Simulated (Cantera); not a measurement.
Charge: 1 mol Ca(OH)2, a varied amount of H2, held at 1848.15 K and 101000 Pa.

Method: chemical equilibrium by Gibbs-energy minimisation in Cantera with the NASA 1993 tables (ideal gas, pure condensed phases). Candidate condensed phases: Ca, CaO, Ca(OH)2, H2O; 14 gas species. Rates play no part.

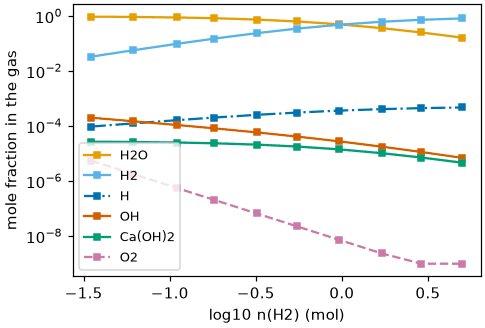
Fig. 1. Equilibrium gas composition (values under 1e-9 drawn at 1e-9)

From 0.035 mol H2 to 5 mol H2 the condensed part is CaO(s). The main Ca-bearing gas is Ca(OH)2 throughout.
